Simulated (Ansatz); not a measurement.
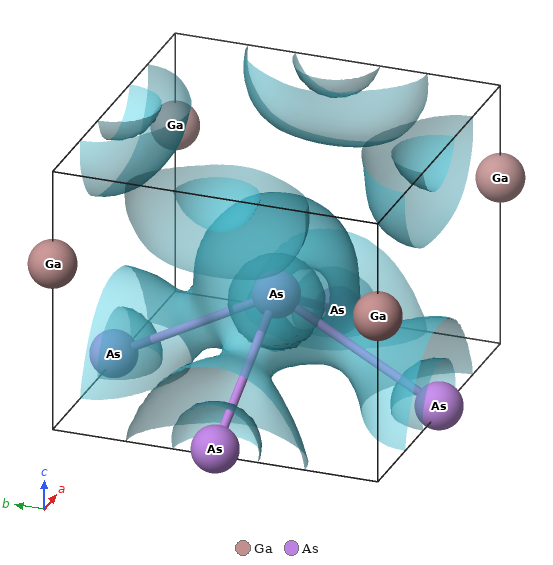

Figure. GaAs3. Isosurface of the ELF at 0.55 (cyan), seen at an oblique angle. Only the valence region is drawn (cores and ρ < 0.01 e/Å³ removed). Sticks mark near contacts.

Space group P4mm; a structure generated by program, which may or may not match a known phase.

The calculation used DFT PBE, scalar-relativistic, plane waves, PAW in Ansatz.

Describe the localisation domains.

Answer. The surface consists of sheets that run through the cell in two directions, counted in one cell of 4 atoms. Regions shared between cells count once. Profiles from the grid: As–As (2.64 Å): the ELF peaks at about 0.65 between the atoms. Ga–As (2.74 Å): the ELF is about 0.55 at the midpoint.
